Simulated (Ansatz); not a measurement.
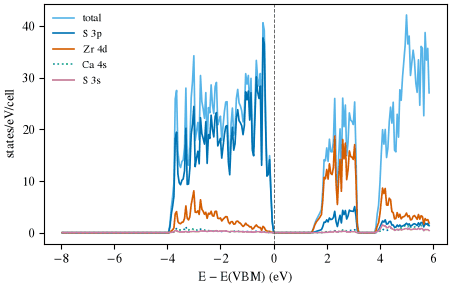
Figure. Total and projected density of states of Ca3Zr2S7 in space group Cmc2_1 (No. 36; Pearson symbol oS48), the program Ansatz at the PBE level (PAW)

**Question.** Which orbitals carry the states next to the gap?

**Answer.** Top 1 eV of the valence band: S 3p 92 %. Bottom 1 eV of the conduction band: Zr 4d 74 %, S 3p 15 %, outside the projected shells 9 %. Projections are on Löwdin-orthogonalised atomic valence shells; empty p or d shells of many metals are not among them.

**Question.** Where is the tallest occupied peak in this window, and what makes it?

**Answer.** Near -0.4 eV, about 41 states/eV per cell; the largest projected share is S 3p.

The start of the workflow was typed in or built on a structure type; neither database checked (COD, Materials Project) lists it. Its standing as an ambient phase is unchecked. The cell was relaxed with PBE under the symmetry of its start; whether a distortion lowers the energy is not shown. The run is not spin-polarised. Spin–orbit coupling is left out wherever it is not named.

Potentials: the later of the program's two PAW sets.
